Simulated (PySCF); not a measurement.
Cl2Zn.

Method: CAM-B3LYP/def2-SVPD; geometry: GFN2-xTB; program: PySCF. No frequency check shows the geometry to be a minimum. GFN2-xTB bond lengths at metals and heavier atoms can be off by up to 0.1 Å and shapes distorted, which carries into these values.

Coordinates in Å:

```
Zn1      0.0002    0.0097    0.0000
Cl2      2.1447   -0.0085    0.0000
Cl3     -2.1450   -0.0085    0.0000
```

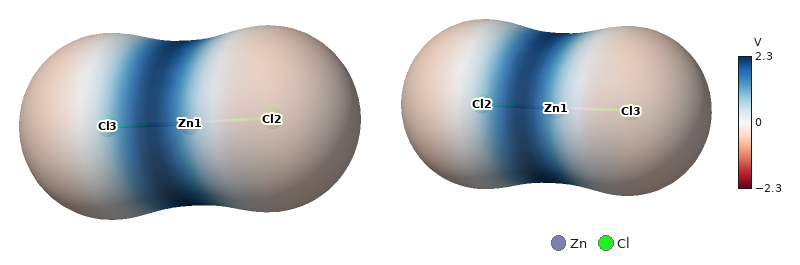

Electrostatic potential on the surface of electron density 0.001 a.u. (back view left, front view right).

### Where are the extremes of the potential on the surface?

Highest: 2.29 V, 1.9 Å from Zn1, and at like points elsewhere. Further maxima include −0.15 V, 2.0 Å from Cl2. Lowest: −0.43 V, 2.1 Å from Cl3, and at like points elsewhere. The surface is sampled at points, so like sites can differ by a few per cent and only the strongest of them is named.

### What volume does the surface enclose, and what is the dipole moment?

About 92 Å³; the dipole moment is 0.1 D.
